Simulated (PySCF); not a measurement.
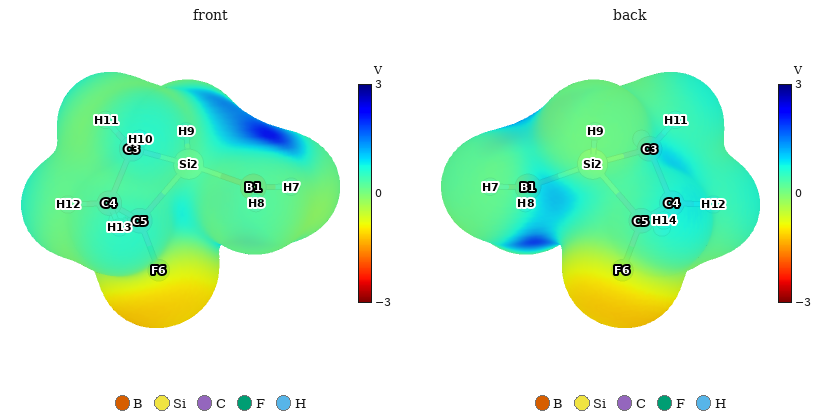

Figure. C3H8BFSi. The electrostatic potential painted on the density surface at 0.002 e/bohr³, seen from the front and from behind; the colour scale runs from red (negative) to blue (positive).

Geometry: GFN2-xTB.

All numbers below come from PBE0/pcSseg-1, SCF density, gas phase, non-relativistic (PySCF 2.14.0).

```yaml
atoms:
  - { symbol: B, position_ang: [2.3591, 0.2182, 0.3339] }
  - { symbol: Si, position_ang: [0.7016, 0.5511, -0.6253] }
  - { symbol: C, position_ang: [-0.8852, 1.0395, 0.3615] }
  - { symbol: C, position_ang: [-1.3665, -0.4212, 0.4145] }
  - { symbol: C, position_ang: [-0.4590, -1.0231, -0.6600] }
  - { symbol: F, position_ang: [0.0987, -2.2368, -0.2830] }
  - { symbol: H, position_ang: [3.3854, 0.1894, -0.2242] }
  - { symbol: H, position_ang: [2.3702, 0.0016, 1.4825] }
  - { symbol: H, position_ang: [0.6749, 1.1783, -1.9624] }
  - { symbol: H, position_ang: [-0.7661, 1.4903, 1.3439] }
  - { symbol: H, position_ang: [-1.5753, 1.6645, -0.2007] }
  - { symbol: H, position_ang: [-2.4312, -0.5546, 0.2246] }
  - { symbol: H, position_ang: [-1.1335, -0.8773, 1.3757] }
  - { symbol: H, position_ang: [-0.9737, -1.2205, -1.6031] }
```

Question: Which sites attract a positive test charge, and which a negative one?

Answer: A positive charge is drawn to the negative regions and a negative charge to the positive ones. The most negative region (about −1.2 V) lies over F6, the most positive (about +2.1 V) over B1.

Question: How polar is the molecule by this calculation?

Answer: Its dipole moment is 1.71 D.
